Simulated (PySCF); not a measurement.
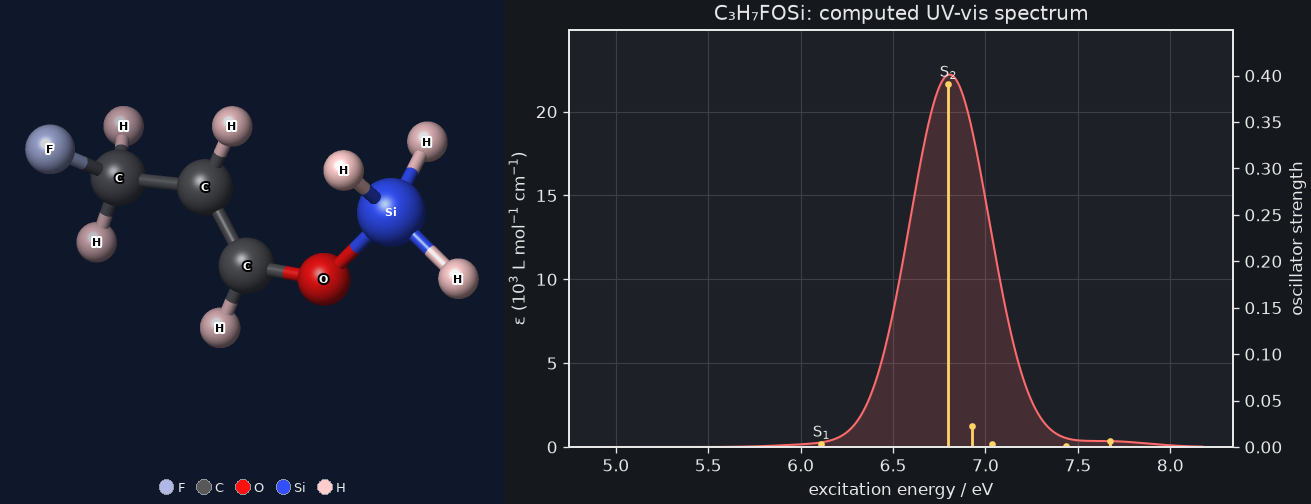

Computed absorption of C₃H₇FOSi, SMILES FC/C=C/O[SiH3]. Vertical TDDFT excitations, PBE0/def2-SVPD, PySCF 2.14.0, at a GFN2-xTB geometry (no frequency check), gas phase. Only the first 6 singlet excitations are included; each is broadened by a Gaussian of 1/e half-width 0.30 eV. Sticks give oscillator strengths (right axis).

> Where is the lowest singlet, and is it bright?

S1 lies at 6.11 eV (203 nm) with f = 0.003, mainly HOMO → LUMO (76 %); it is dark or nearly so.

> Where is the maximum of the broadened curve, and how high is it?

At about 6.8 eV (182 nm), with ε near 22000 L mol⁻¹ cm⁻¹.

> Does any vertical transition fall in the visible?

No singlet lies below 3.1 eV (beyond 400 nm), so at this level no vertical transition falls in the visible.

Known limits of this run: states above the negative HOMO energy depend on the basis; the tight-binding geometry is rougher than a DFT one and adds to the error; one conformer of a flexible molecule; core orbitals are frozen in the response.
